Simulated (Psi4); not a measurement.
**CH3F (SMILES CF): a first try and a second**

Aim: energy and one-electron properties of CH3F at MN12-SX/jun-cc-pV(D+d)Z (DKH2, density fitting, IEF-PCM acetonitrile).

The results are computed with Psi4 1.11.

5 further runs of the same task are left out: 3 that didn't finish, 2 set aside as unsound or not needed.

### Step 1. The system as given

The species is CH3F (5 atoms), meant as a singlet with charge 0. SMILES: `CF`. The shape is that of a PBE0-D4/def2-TZVP optimisation.

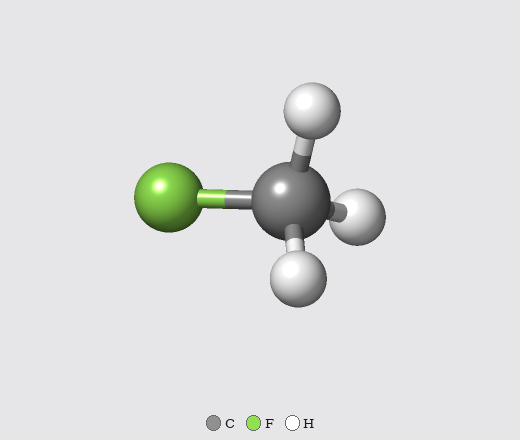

Viewed from a chosen angle; carbon grey, fluorine green, hydrogen white.

### Step 2. First attempt

Input file job.inp:

```
memory 1.6 GB

molecule m {
  1 1
  C     -0.050700     0.032900     0.007800
  F      1.094100    -0.710500    -0.168600
  H     -0.918700    -0.626900    -0.058000
  H     -0.104800     0.796000    -0.772000
  H     -0.019800     0.508500     0.990700
  symmetry c1
  no_reorient
  no_com
}

set scf_type mem_df
set relativistic dkh
set dkh_order 2
set pcm true

pcm = {
  Units = Angstrom
  Medium {
    SolverType = IEFPCM
    Solvent = Acetonitrile
  }
  Cavity {
    Type = GePol
    RadiiSet = UFF
    Scaling = False
    Area = 0.3
    Mode = Implicit
  }
}

energy_value, wavefunction = energy("mn12-sx/jun-cc-pV(D+d)Z", return_wfn=True)
oeprop(wavefunction, "WIBERG_LOWDIN_INDICES", "MULLIKEN_CHARGES", "LOWDIN_CHARGES", "DIPOLE", title="MN12-SX")
```

The run is started by

```bash
$ psi4 -i job.inp -o job.out -n 1
```

job.out:

```text
Psi4 1.11 release

qcelemental.exceptions.ValidationError: Inconsistent or unspecified chg/mult: sys chg: None, frag chg: [1.0], sys mult: None, frag mult: [1]

Printing out the relevant lines from the Psithon --> Python processed input file:
    from psi4.driver.wrapper_database import database, db, DB_RGT, DB_RXN
    from psi4.driver.wrapper_autofrag import auto_fragments
    psi4_io = core.IOManager.shared_object()
    core.set_memory_bytes(1600000000)

--> m = geometry("""
      1 1
      C     -0.050700     0.032900     0.007800
      F      1.094100    -0.710500    -0.168600
      H     -0.918700    -0.626900    -0.058000
      H     -0.104800     0.796000    -0.772000

!----------------------------------------------------------------------------------!
!                                                                                  !
!  Inconsistent or unspecified chg/mult: sys chg: None, frag chg: [1.0], sys mult: !
!     None, frag mult: [1]                                                         !
!                                                                                  !
!----------------------------------------------------------------------------------!

    Psi4 run time: 0:00:00.01
```

Wall time 0.68 s (1 thread of Intel Xeon 6975P-C (Granite Rapids), shared host); peak memory 0.13 GiB.

### Step 3. Diagnosis

The input was rejected.

The telling line is `qcelemental.exceptions.ValidationError: Inconsistent or unspecified chg/mult: sys chg: None, frag chg: [1.0], sys mult: None, frag mult: [1]`. Cause: charge and multiplicity as typed don't fit the electron count or the species meant. To mend it: charge 0 in place of 1. That is the species meant; for the charge typed, the multiplicity would have to change.

### Step 4. Second attempt

Input file input.dat:

```
memory 1600 MB

molecule system {
  C     -0.050700     0.032900     0.007800
  F      1.094100    -0.710500    -0.168600
  H     -0.918700    -0.626900    -0.058000
  H     -0.104800     0.796000    -0.772000
  H     -0.019800     0.508500     0.990700
  units angstrom
  symmetry c1
  no_reorient
  no_com
}

set scf_type mem_df
set relativistic dkh
set dkh_order 2
set pcm true

pcm = {
  Units = Angstrom
  Medium {
    SolverType = IEFPCM
    Solvent = Acetonitrile
  }
  Cavity {
    Type = GePol
    RadiiSet = UFF
    Scaling = False
    Area = 0.3
    Mode = Implicit
  }
}

result, w = energy('mn12-sx/jun-cc-pV(D+d)Z', return_wfn=True)
oeprop(w, 'WIBERG_LOWDIN_INDICES', 'MULLIKEN_CHARGES', 'LOWDIN_CHARGES', 'DIPOLE', title='MN12-SX')
print_variables()
```

The run is started by

```bash
$ psi4 input.dat output.dat -n 1
```

output.dat:

```text
[...]
  Running in c1 symmetry.
[...]
  Nuclear repulsion =   37.451250055602642
[...]
  Multiplicity = 1
[...]
  Nalpha       = 9
  Nbeta        = 9
[...]
    Number of basis functions: 51
[...]
   @DF-RKS iter   1:  -139.65849723432027   -3.42281e-01   8.32220e-03 ADIIS/DIIS
[...]
   @DF-RKS iter   7:  -139.75640117580204   -1.59116e-08   3.66305e-07 DIIS
[...]
    Orbital Energies [Eh]
    ---------------------
    Doubly Occupied:
       1A    -25.362571     2A    -10.638459     3A     -1.284086
       4A     -0.720151     5A     -0.508256     6A     -0.498944
       7A     -0.498934     8A     -0.358375     9A     -0.358362
[...]
  @DF-RKS Final Energy:  -139.75640117580204
   => Energetics <=
    Nuclear Repulsion Energy =             37.4512500556026424
    One-Electron Energy =                -266.4941419677301724
    Two-Electron Energy =                 102.3925667446407886
    DFT Exchange-Correlation Energy =     -13.1009513166992662
    Empirical Dispersion Energy =           0.0000000000000000
    VV10 Nonlocal Energy =                  0.0000000000000000
    PCM Polarization Energy =              -0.0051246916160190
    Total Energy =                       -139.7564011758020399
[...]
 Multipole Moments:
 ------------------------------------------------------------------------------------
     Multipole            Electronic (a.u.)      Nuclear  (a.u.)        Total (a.u.)
 ------------------------------------------------------------------------------------
 L = 1.  Multiply by 2.5417464519 to convert [e a0] to [Debye]
 Dipole X            :        -16.8238504           16.0615382           -0.7623122
 Dipole Y            :         10.9253185          -10.4303433            0.4949751
 Dipole Z            :          2.5928409           -2.4753523            0.1174887
 Magnitude           :                                                    0.9164736
[...]
  Mulliken Charges: (a.u.)
   Center  Symbol    Alpha    Beta     Spin     Total
       1     C     3.01738  3.01738  0.00000 -0.03477
       2     F     4.64820  4.64820  0.00000 -0.29640
       3     H     0.44481  0.44481  0.00000  0.11038
       4     H     0.44481  0.44481  0.00000  0.11039
       5     H     0.44480  0.44480  0.00000  0.11040
   Total alpha =  9.00000, Total beta =  9.00000, Total charge =  0.00000
  Lowdin Charges: (a.u.)
   Center  Symbol    Alpha    Beta     Spin     Total
       1     C     2.99585  2.99585  0.00000  0.00830
[...]
```

Wall time 4.5 s (1 thread of Intel Xeon 6975P-C (Granite Rapids), shared host); peak memory 0.63 GiB.

Atomic charges (e):

```tsv
atom	Löwdin	Mulliken
C1	+0.008	-0.035
F2	-0.255	-0.296
H3	+0.082	+0.110
H4	+0.082	+0.110
H5	+0.082	+0.110
```

### Step 5. Summary of results

At MN12-SX/jun-cc-pV(D+d)Z (DKH2, density fitting, IEF-PCM acetonitrile):

| quantity | value |
| --- | --- |
| total energy | -139.75640 Eh |
| dipole moment | 2.33 D |
| HOMO energy | -9.75 eV |
| LUMO energy | -1.76 eV |
| HOMO–LUMO gap | 7.99 eV |
| solvent term in the energy | -13.5 kJ/mol |
